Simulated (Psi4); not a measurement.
# Optimise calculation of SiNH4F (charge +1)

System: SiNH4F, charge +1, multiplicity 2.
Method: PBE/6-31G**, UKS, dispersion D3(BJ) (Psi4 1.11).

The run did not end well. The geometry was optimised with PBE/6-31G**.

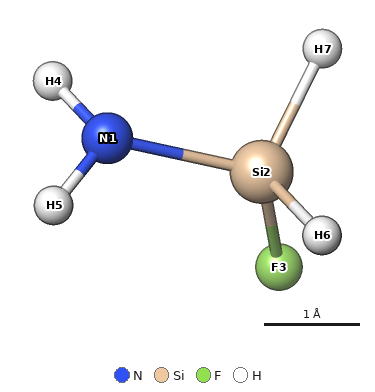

**Figure 1.** The structure as given in the input (ball-and-stick view, seen at a tilt; atoms are numbered from 1 in the order of the input).

Input file (calc.inp)
```
memory 1600 MB

molecule {
  1 2
  N     -0.748313     0.403408    -0.684911
  Si     0.559411    -0.087166     0.322549
  F      0.555931    -1.653613     0.779819
  H     -0.791518     0.097873    -1.655292
  H     -1.681576     0.512409    -0.292775
  H      0.470814     0.729791     1.570654
  H      1.815451     0.131404    -0.456686
  units angstrom
  symmetry c1
}

set globals {
  basis                   6-31G**
  reference               uks
  d_convergence           1e-06
  maxiter                 100
  soscf                   true
  soscf_start_convergence 0.001
}

E, wfn = optimize("pbe-d3bj2b", return_wfn=True)
```

Launched with:
```bash
psi4 calc.inp calc.out -n 1
```

The program's output
```
Psi4 1.11 release

gradient() will perform analytic gradient computation.

   => Loading Basis Set <=

    Name: 6-31G**
    Role: ORBITAL
    Keyword: BASIS

   => PBE-D3(BJ): Empirical Dispersion <=

        s6 =       1.000000
        s8 =       0.787500
        a1 =       0.428900
        a2 =       4.440700

         ---------------------------------------------------------
                                   SCF
                              UKS Reference
                        1 Threads,   1525 MiB Core
         ---------------------------------------------------------

  ==> Geometry <==

    Molecular point group: c1
    Full point group: C1

    Geometry (in Angstrom), charge = 1, multiplicity = 2:

       Center              X                  Y                   Z               Mass
    ------------   -----------------  -----------------  -----------------  -----------------
         N           -0.987437738953     0.814465091786    -0.891153443385    14.003074004430
         SI           0.320286261047     0.323891091786     0.116306556615    27.976926534650
         F            0.316806261047    -1.242555908214     0.573576556615    18.998403162730
         H           -1.030642738953     0.508930091786    -1.861534443385     1.007825032230
         H           -1.920700738953     0.923466091786    -0.499017443385     1.007825032230
         H            0.231689261047     1.140848091786     1.364411556615     1.007825032230
         H            1.576326261047     0.542461091786    -0.662928443385     1.007825032230

  Running in c1 symmetry.

  Rotational constants: A =      0.78186  B =      0.21922  C =      0.18880 [cm^-1]
  Rotational constants: A =  23439.63266  B =   6572.15396  C =   5659.95378 [MHz]
  Nuclear repulsion =  116.813639071344497

  Charge       = 1
  Multiplicity = 2
  Electrons    = 33
  Nalpha       = 17
  Nbeta        = 16

  ==> Algorithm <==

  SCF Algorithm Type is DF.
  DIIS enabled.
  MOM disabled.
  Fractional occupation disabled.
  Guess Type is SAD.
  Energy threshold   = 1.00e-08
  Density threshold  = 1.00e-06
  Integral threshold = 1.00e-12

  ==> Primary Basis <==

  Basis Set: 6-31G**
    Blend: 6-31G**
    Number of shells: 32
    Number of basis functions: 69
    Number of Cartesian functions: 69
    Spherical Harmonics?: false
    Max angular momentum: 2

  ==> DFT Potential <==

   => LibXC <=

    Version 7.1.2

   => Composite Functional: PBE-D3BJ2B <=

    PBE GGA Exchange-Correlation Functional

    Deriv               =              1
    GGA                 =           TRUE
    Meta                =          FALSE

    Exchange Hybrid     =          FALSE
    MP2 Hybrid          =          FALSE

   => Exchange Functionals <=

    1.0000     XC_GGA_X_PBE

   => Correlation Functionals <=

    1.0000     XC_GGA_C_PBE

   => LibXC Density Thresholds  <==

    XC_GGA_C_PBE:  1.00E-12
    XC_GGA_X_PBE:  1.00E-15

   => Molecular Quadrature <=

    Radial Scheme          =       TREUTLER
    Pruning Scheme         =           NONE
    Nuclear Scheme         =       TREUTLER

    Blocking Scheme        =         OCTREE
    BS radius alpha        =              1
    Pruning alpha          =              1
    Radial Points          =             75
    Spherical Points       =            302
    Total Points           =         152296
    Total Blocks           =           1197
    Max Points             =            256
    Max Functions          =             69
    Weights Tolerance      =       1.00E-15

   => Loading Basis Set <=

    Name: (6-31G** AUX)
    Role: JKFIT
    Keyword: DF_BASIS_SCF

  ==> Integral Setup <==

  DFHelper Memory: AOs need 0.016 GiB; user supplied 0.865 GiB.
  SCF_SUBTYPE=INCORE selected. In-core MEM_DF algorithm will be used.
  Using in-core AOs.

  ==> MemDFJK: Density-Fitted J/K Matrices <==

    J tasked:                   Yes
    K tasked:                    No
    wK tasked:                   No
    Memory [MiB]:               885
    Algorithm:                 Core
    Schwarz Cutoff:           1E-12
    Mask sparsity (%):       0.5461
    Fitting Condition:        1E-10

   => Auxiliary Basis Set <=

  Basis Set: (6-31G** AUX)
    Blend: CC-PVDZ-JKFIT
    Number of shells: 120
    Number of basis functions: 392
    Number of Cartesian functions: 392
    Spherical Harmonics?: false
    Max angular momentum: 3

  Cached 100.0% of DFT collocation blocks in 0.253 [GiB].

  Minimum eigenvalue in the overlap matrix is 7.1701182954E-03.
  Reciprocal condition number of the overlap matrix is 1.2031504116E-03.
    Using symmetric orthogonalization.

  ==> Pre-Iterations <==

  SCF Guess: Superposition of Atomic Densities via on-the-fly atomic UHF (no occupation information).

   -------------------------
    Irrep   Nso     Nmo
   -------------------------
     A         69      69
   -------------------------
    Total      69      69
   -------------------------

  ==> Iterations <==

                           Total Energy        Delta E     RMS |[F,P]|

   @DF-UKS iter SAD:  -445.76077193735915   -4.45761e+02   0.00000e+00
   @DF-UKS iter   1:  -445.54109116673760    2.19681e-01   1.17779e-02 ADIIS/DIIS
   @DF-UKS iter   2:  -444.12139212183484    1.41970e+00   2.31245e-02 ADIIS/DIIS
   @DF-UKS iter   3:  -445.71420407565017   -1.59281e+00   7.02635e-03 ADIIS/DIIS
   @DF-UKS iter   4:  -445.73158891385356   -1.73848e-02   7.55697e-03 ADIIS/DIIS
   @DF-UKS iter   5:  -445.81769266946856   -8.61038e-02   3.72462e-03 ADIIS/DIIS
   @DF-UKS iter   6:  -445.75626251400439    6.14302e-02   4.73276e-03 ADIIS/DIIS
   @DF-UKS iter   7:  -445.84468345727510   -8.84209e-02   1.95045e-03 ADIIS/DIIS
   @DF-UKS iter   8:  -445.85074876332590   -6.06531e-03   1.41173e-03 ADIIS/DIIS
   @DF-UKS iter   9:  -445.73795619528141    1.12793e-01   5.47606e-03 ADIIS/DIIS
[... 81 lines of further cycles ...]
   @DF-UKS iter  91:  -445.84638646353119   -9.39247e-02   1.83431e-03 ADIIS/DIIS
   @DF-UKS iter  92:  -445.71777240279300    1.28614e-01   6.11200e-03 ADIIS/DIIS
   @DF-UKS iter  93:  -445.72878340053256   -1.10110e-02   5.77917e-03 ADIIS/DIIS
   @DF-UKS iter  94:  -445.72227475502928    6.50865e-03   5.98679e-03 ADIIS/DIIS
   @DF-UKS iter  95:  -445.71999489869938    2.27986e-03   6.05848e-03 ADIIS/DIIS
   @DF-UKS iter  96:  -445.71870458220496    1.29032e-03   6.08520e-03 ADIIS/DIIS
   @DF-UKS iter  97:  -445.72229079022247   -3.58621e-03   5.97461e-03 ADIIS/DIIS
   @DF-UKS iter  98:  -445.84015309305653   -1.17862e-01   2.32467e-03 ADIIS/DIIS
   @DF-UKS iter  99:  -445.73404453953685    1.06109e-01   5.59428e-03 ADIIS/DIIS
   @DF-UKS iter 100:  -445.73465016458897   -6.05625e-04   5.58657e-03 ADIIS/DIIS

PsiException: Could not converge SCF iterations in 100 iterations.

  Failed to converge.

psi4.driver.p4util.exceptions.SCFConvergenceError: Could not converge SCF iterations in 100 iterations.

Printing out the relevant lines from the Psithon --> Python processed input file:
    core.set_global_option("REFERENCE", "uks")
    core.set_global_option("D_CONVERGENCE", 1e-06)
    core.set_global_option("MAXITER", 100)
    core.set_global_option("SOSCF", "true")
    core.set_global_option("SOSCF_START_CONVERGENCE", 0.001)
--> E, wfn = optimize("pbe-d3bj2b", return_wfn=True)

!-------------------------------------------------------!
!                                                       !
!  Could not converge SCF iterations in 100 iterations. !
!                                                       !
!-------------------------------------------------------!

    Psi4 run time: 0:01:09.98
```

What the run reported

| quantity | value |
| --- | --- |
| outcome | not converged |
| hardware | 1 thread of Intel Xeon @ 2.90GHz (Ice Lake), 16 GiB of memory available, shared host |
| wall time | 72 s |
| peak memory | 0.5 GiB |

What went wrong

The run did not converge: “Could not converge SCF iterations in 100 iterations.” Its last values are not results.
